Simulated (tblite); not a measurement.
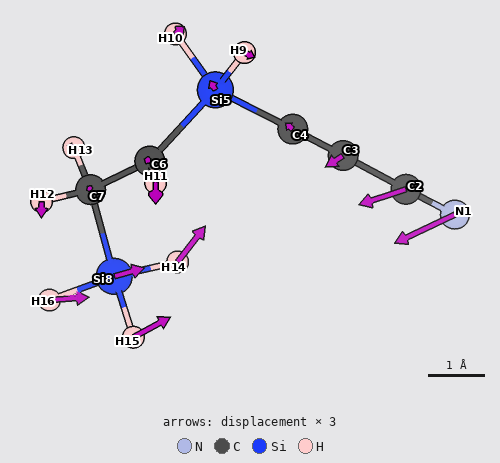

A relaxation of C5H8NSi2 (multiplicity 2). The starting structure is drawn; purple arrows show the displacements, magnified 3 times. The two geometries are superimposed by the best rigid fit.

Style: ball-and-stick. Shown at a tilt.

Computed with tblite, GFN2-xTB geometry optimisation, gas phase. 

Q: What happened in the run?

A: The atom that moves furthest after the best rigid fit is N1 (0.42 Å). By element the largest moves are N 0.42 Å, C 0.32 Å, H 0.29 Å, Si 0.20 Å. Among the contacts that change: C2–C3 1.524 → 1.362 Å, C7–Si8 1.885 → 1.942 Å, C6–C7 1.493 → 1.456 Å, Si8–H14 1.485 → 1.459 Å. Bond angles that change, for instance: C6–C7–Si8 115.8° → 110.2°, H9–Si5–H10 108.1° → 113.4°, C3–C4–Si5 179.1° → 174.0°. Over 95 geometry steps the energy falls by 0.668 eV. The run took 0.59 s on 1 thread of Arm Neoverse V2 (shared host).
